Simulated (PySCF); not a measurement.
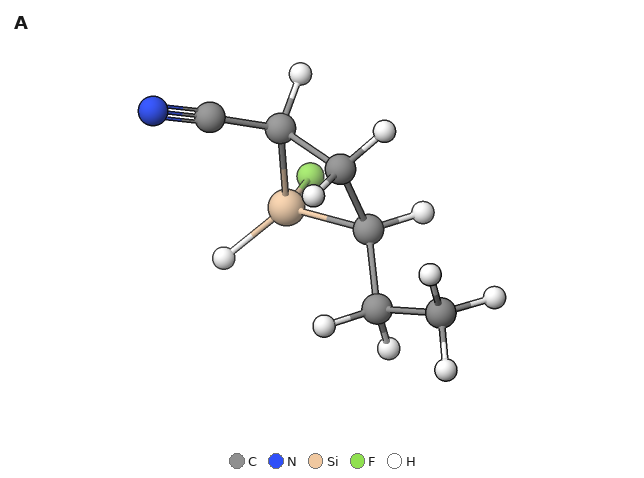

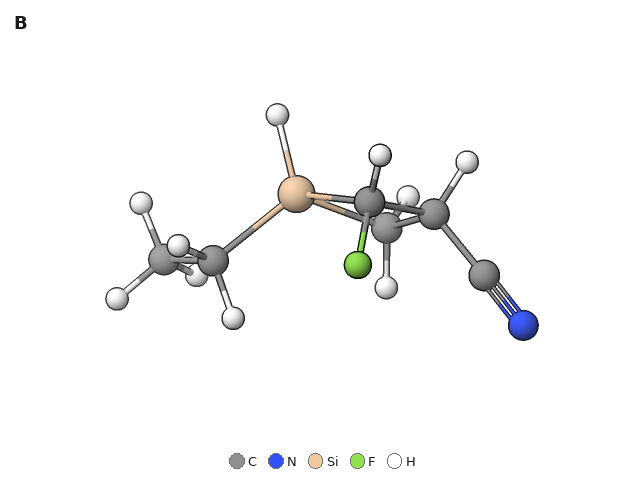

2 stationary structures of one formula. Geometries: GFN2-xTB. Electronic energies: PBE0/pcSseg-1 (PySCF 2.14.0), without zero-point energy. No frequency run is at hand to confirm each as a minimum. Each is one conformer, not always the lowest.

How are they related?

Answer. They are constitutional isomers of C6H10FNSi: A `CC[C@@H]1C[C@H](C#N)[Si@H]1F`, B `CC[Si@@H]1C[C@H](C#N)[C@@H]1F`.

Which is lowest in energy, and by how much?

Answer. A is lowest; B lies 187.8 kJ/mol above it.

The geometry is semi-empirical. Around Si such bond lengths and angles can be off by a tenth of an ångström or more and by several degrees, and values that hang on the shape move with them.
